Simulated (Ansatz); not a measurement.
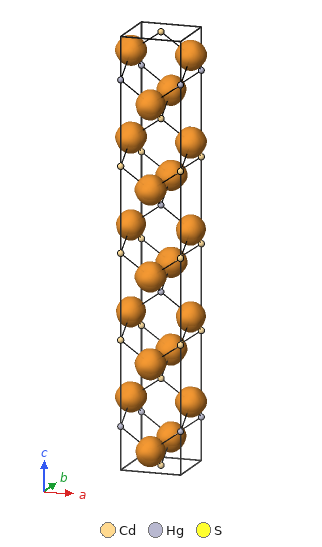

Figure. Cd₃Hg₂S₅. Isosurface of the ELF at 0.8 (orange), seen slightly off an axis. Core shells and regions of very low density are left out. Sticks mark near contacts.

Space group I-4m2; a structure generated by program, which may or may not match a known phase.

All numbers below come from Ansatz 0.2.0, DFT PBE, scalar-relativistic, plane waves, PAW.

```xyz
20
Lattice="4.2117 0.0000 0.0000 0.0000 4.2117 0.0000 0.0000 0.0000 29.7032" Properties=species:S:1:pos:R:3 pbc="T T T"
Cd    2.1059    2.1059    5.9528
Cd    0.0000    0.0000   20.8044
Cd    0.0000    0.0000    8.8988
Cd    2.1059    2.1059   23.7504
Cd    2.1059    2.1059    0.0000
Cd    0.0000    0.0000   14.8516
Hg    2.1059    2.1059   11.8747
Hg    0.0000    0.0000   26.7263
Hg    0.0000    0.0000    2.9769
Hg    2.1059    2.1059   17.8285
S     2.1059    0.0000    7.4258
S     0.0000    2.1059   22.2774
S     0.0000    2.1059   10.3661
S     2.1059    0.0000   25.2177
S     2.1059    0.0000   13.3840
S     0.0000    2.1059   28.2356
S     2.1059    0.0000    1.4676
S     0.0000    2.1059   16.3192
S     0.0000    2.1059    4.4855
S     2.1059    0.0000   19.3371
```

> Where are the electrons localised?

The surface consists of ten regions wrapped around S (the valence shell of each), counted in one cell of 20 atoms. Any copies at cell faces, edges or corners count once. Profiles from the grid: Cd–S (2.57 Å): the ELF peaks at about 0.90 in the valence shell of S, 0.8 Å from its nucleus, and is about 0.35 at the midpoint. Hg–S (2.59 Å): the ELF peaks at about 0.90 in the valence shell of S, 0.8 Å from its nucleus, and drops to about 0.20 between the two atoms.
